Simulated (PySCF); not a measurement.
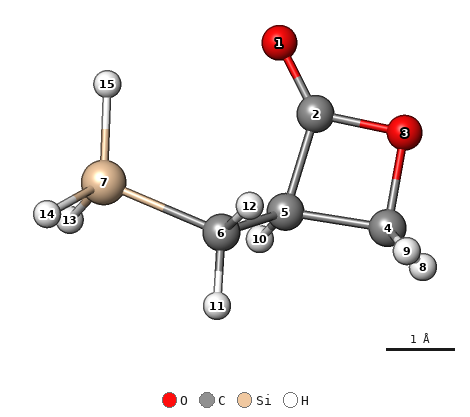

Fig. 1: The structure (ball-and-stick view, seen at a tilt; atoms are numbered from 1 in the order of the input). Bond lengths as drawn: C–C 1.52 to 1.54 Å, C–H 1.09 Å, C–O 1.19 to 1.44 Å, C–Si 1.91 Å and H–Si 1.45 to 1.47 Å.

## Run report: C4H8O2Si, excited-state calculation

C4H8O2Si, computed with TDDFT PBE0/def2-SVPD, vertical, gas phase, core orbitals frozen in the response (PySCF 2.14.0).

The geometry comes from this level: GFN2-xTB.

**The program's output**
```
coarse grid: 13104 points
cycle   1  E = -596.1622628294  dE =  1.003e+00  |g| = 8.426e-01  |ddm| = 5.301e+00
cycle   2  E = -595.8103196077  dE =  3.519e-01  |g| = 1.609e+00  |ddm| = 3.029e+00
cycle   3  E = -596.2923624999  dE = -4.820e-01  |g| = 2.322e-01  |ddm| = 2.202e+00
cycle   4  E = -596.3022021274  dE = -9.840e-03  |g| = 8.850e-02  |ddm| = 3.245e-01
cycle   5  E = -596.3035188343  dE = -1.317e-03  |g| = 2.428e-02  |ddm| = 1.037e-01
cycle   6  E = -596.3036542732  dE = -1.354e-04  |g| = 5.169e-03  |ddm| = 4.226e-02
cycle   7  E = -596.3036602179  dE = -5.945e-06  |g| = 1.302e-03  |ddm| = 1.033e-02
final grid: 122152 points
cycle   8  E = -596.3959823712  dE = -1.521e-05  |g| = 1.335e-02  |ddm| = 1.147e-01
cycle   9  E = -596.3959142815  dE =  6.809e-05  |g| = 2.306e-02  |ddm| = 4.173e-02
cycle  10  E = -596.3960164639  dE = -1.022e-04  |g| = 1.942e-03  |ddm| = 2.682e-02
cycle  11  E = -596.3960171737  dE = -7.098e-07  |g| = 4.352e-04  |ddm| = 2.307e-03
cycle  12  E = -596.3960172073  dE = -3.356e-08  |g| = 1.376e-04  |ddm| = 7.062e-04
cycle  13  E = -596.3960172115  dE = -4.188e-09  |g| = 2.801e-05  |ddm| = 2.397e-04
cycle  14  E = -596.3960172117  dE = -2.146e-10  |g| = 7.134e-06  |ddm| = 7.622e-05
```

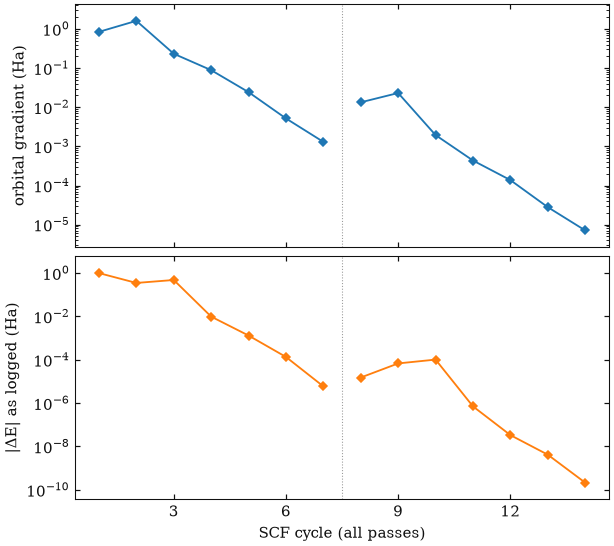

Fig. 2: Convergence of the self-consistent field: orbital gradient and size of the energy change against the SCF cycle. The dotted line marks the change from a coarse to the final integration grid. The first 7 cycles use a coarse grid, the final grid takes over at cycle 8, and the field converges after 14 cycles in all.

```
converged SCF energy = -596.3960172117

Static polarisability (au): isotropic 77.652, principal 64.453 77.039 91.462

Singlet excitations
state   eV       nm        f      main configurations
  1   5.8774    211.0   0.00077   H->L 0.83, H->L+1 0.13
  2   7.3927    167.7   0.01439   H-1->L 0.86, H-2->L 0.09
  3   7.5045    165.2   0.02600   H->L+1 0.82, H->L 0.13
  4   7.7350    160.3   0.03644   H-2->L 0.60, H->L+3 0.21
  5   8.1125    152.8   0.00426   H->L+2 0.38, H->L+4 0.28, H->L+3 0.10
  6   8.1348    152.4   0.00440   H->L+2 0.45, H->L+3 0.32, H-1->L+1 0.09

Triplet excitations (Tamm-Dancoff, eV): 5.3387 6.0244
```

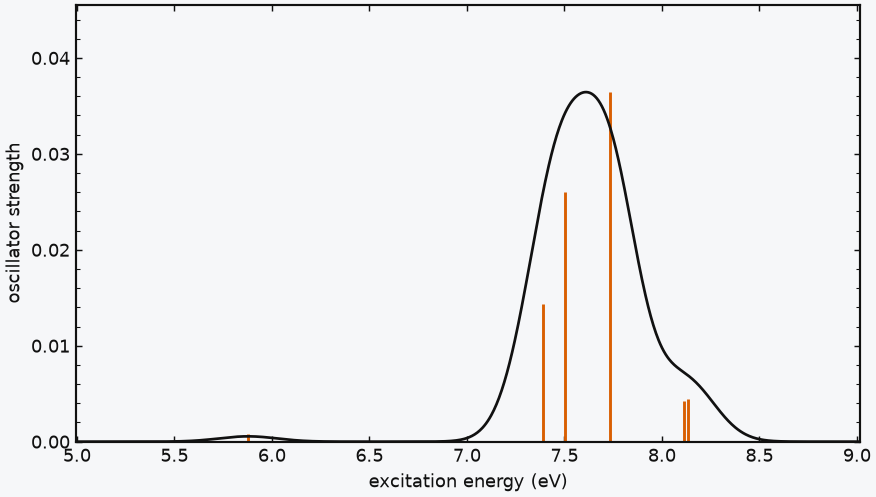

Fig. 3: Computed excitations as sticks (degenerate states added up, dark ones marked on the axis), with a Gaussian envelope of 0.35 eV full width at half maximum, scaled to the tallest. Of the 6 states the lowest lies at 5.88 eV (f = 0.001); the strongest line is at 7.74 eV, or 160 nm (f = 0.036).

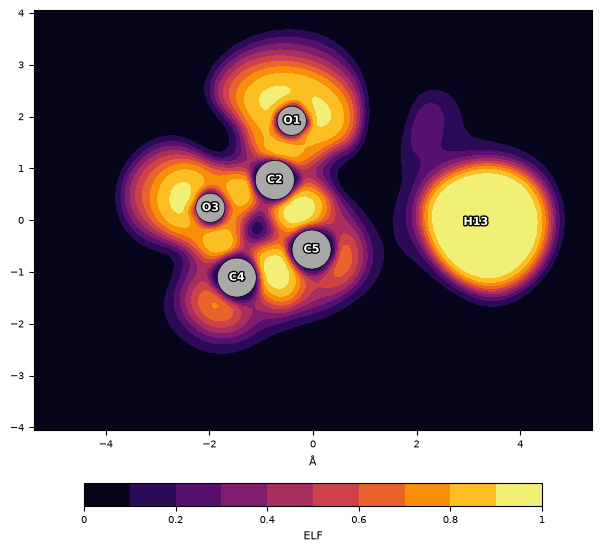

Fig. 4: Electron localisation function on the plane of atoms O3, C2 and C5. Grey discs, where drawn, cover atomic cores. The section cuts through O, C and H sites. C–O (1.19 Å): the ELF peaks at about 0.85 between the atoms (a double or triple bond). C–C (1.52 Å): the ELF peaks at about 0.95 between the atoms, which marks localised, shared-pair bonding.

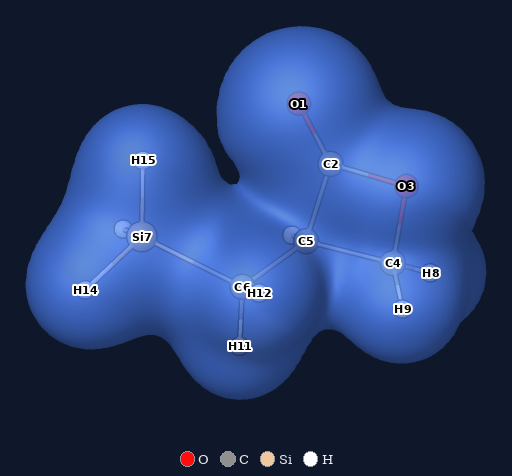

Fig. 5: Isosurface of the electron density at 0.05 e/Å³ (blue), seen face on. At this value the surface is in one piece. On the grid the lowest density along these lines, outside the cores, is 3 e/Å³ (C–O, 1.19 Å), 1.6 e/Å³ (C–C, 1.52 Å), 0.74 e/Å³ (C–Si, 1.91 Å) and 1.9 e/Å³ (C–H, 1.09 Å).

The run was set up as follows.

**Input file**
```
{"job": {"kind": "uv", "xc": "PBE0", "basis": "def2-SVPD", "nstates": 6, "ntriplets": 2}, "charge": 0, "multiplicity": 1}
O      0.890480     1.522302    -1.515127
C      1.217600     0.737551    -0.684304
O      2.386004     0.646775    -0.000597
C      1.921526    -0.475983     0.771521
C      0.576126    -0.444791     0.018839
C     -0.680749    -0.133979     0.808082
Si    -2.162447     0.273114    -0.330247
H      2.555434    -1.349200     0.614338
H      1.874321    -0.225635     1.832171
H      0.421848    -1.298821    -0.642296
H     -0.916141    -0.991621     1.441742
H     -0.486001     0.708179     1.474625
H     -2.364806    -0.881814    -1.209283
H     -3.324760     0.434006     0.546933
H     -1.912850     1.487906    -1.090758
```

The first line tells a small driver script what to run in PySCF; the rest is the geometry in Å.

Launched with:
```bash
OMP_NUM_THREADS=1 python <driver script> task.json out
```

**Key numbers**

```tsv
quantity	value
outcome	converged
total energy	−596.396017 hartree
HOMO	−8.16 eV
LUMO	−0.18 eV
dipole moment	4.16 D
mean polarisability	77.65 a.u.
lowest singlet excitation	5.88 eV
hardware	1 CPU thread, shared host
wall time	25 s
peak memory	0.88 GiB
```
